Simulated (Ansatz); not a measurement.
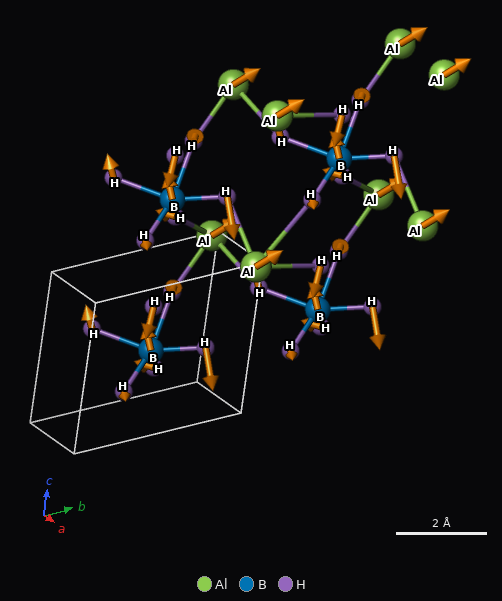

A relaxation of a crystal of AlBH6 (built on the CuSnF6-2 type type). The starting structure is drawn; orange arrows show the displacements (the part carried along by the change of the cell is left out), magnified 3 times.

A ball-and-stick model of the cell of the calculation, reduced to other axes, repeated 1 × 2 × 2 with one cell outlined, seen slightly off an axis. Lengths and directions refer to the drawn axes.

Case: shaken.

The calculation used Ansatz 0.2.0, DFT, PBEsol, plane waves, PAW.

Input
```yaml
crystal:
  lattice:
    - [4.0835138639, 0.0792293877, -0.0267635841]
    - [2.0214886713, 3.4737582044, 0.0719348656]
    - [0.0346101306, 2.1878598057, 3.6289716743]
  atoms:
    - { symbol: Al, position: [-0.0051182792, 0.0401185008, 0.0223230766] }
    - { symbol: B, position: [0.5249959103, -0.0537504206, 0.5560321393] }
    - { symbol: H, position: [0.6531866416, 0.8781744016, 0.2220108574] }
    - { symbol: H, position: [0.292865957, 0.0760616398, 0.744623048] }
    - { symbol: H, position: [0.4877189428, 0.6345156068, 0.6399221754] }
    - { symbol: H, position: [0.4344273159, 0.3946915994, 0.3335674742] }
    - { symbol: H, position: [0.1788187197, 0.1087630558, 0.2889046045] }
    - { symbol: H, position: [0.8245340216, 0.8684233992, 0.7074062903] }
kpoints:
  mp_grid: { grid: [6, 6, 6] }
hamiltonian:
  xc: pbesol
scf:
  occupations: { method: fermi_dirac, width: 0.05 }
relax:
  f_tol: 0.01
  cell: {}
  max_steps: 120
```

Launched with:
```bash
ansatz run input.yaml --threads 4 --pin off --max-ram 4608MiB --backend cpu --events-out ev --progress --plain --runs-dir out
```

What did the optimiser do to the structure, and how much energy did it gain?

Answer. H5 moves most relative to the cell: 0.34 Å roughly along [1 0 −1]. By element the largest moves are H 0.34 Å, Al 0.26 Å, B 0.21 Å. The drawn cell changes as follows: a 3.973 → 4.004 Å (+0.8 %), b 4.020 → 4.005 Å (−0.4 %), c 4.238 → 4.257 Å (+0.5 %), α 62.3° → 62.0°, β 62.7° → 62.0°, γ 61.5° → 60.0°; the volume changes by −1.0 %. Among the contacts that change: Al1–H8 2.030 → 1.744 Å, Al1–H5 1.991 → 1.744 Å, B2–H8 1.201 → 1.404 Å, B2–H3 1.596 → 1.404 Å. Bond angles that change, for instance: H5–B2–H8 121.1° → 91.0°, H3–Al1–H4 154.5° → 180.0°, H5–B2–H6 156.3° → 180.0°. The space group (tolerance 0.01 Å) goes from P1 (No. 1) to R-3 (No. 148). Over 9 accepted moves (11 points after the start) the energy falls by 135 meV per atom. The largest force component goes from 1.9 to 0.00075 eV/Å. Pressure: 7.40 GPa at the start and 0.00 GPa at the end. The SCF was repeated twice at an unchanged geometry on a basis and grid sized afresh for the cell, which shifted the energy by 0.1 meV per atom at most.
